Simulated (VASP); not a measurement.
Band structure of YSi (relaxed from the rock salt structure, space group Fm-3m). These are PBE GGA, VASP's PBE PAW potentials (set 64) (plane waves; VASP) values and carry that method's errors.

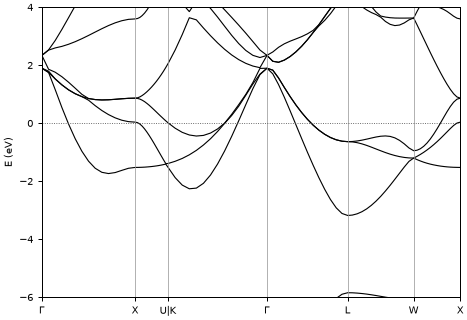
Fig. 1. Bands along high-symmetry lines, zero at the valence-band maximum or, without a gap, the Fermi level

Read the plot: is there a gap, and where are the band edges?

It has no gap at this level: it comes out as a metal or semimetal. (Edges off the drawn lines would not show.)

The structure was generated: YSi was put into the rock salt type (Fm-3m), which need not be its known phase. It was relaxed first, which changed the volume by -28 %. The electron count is odd and the run is not spin-polarised, which forces a metal.
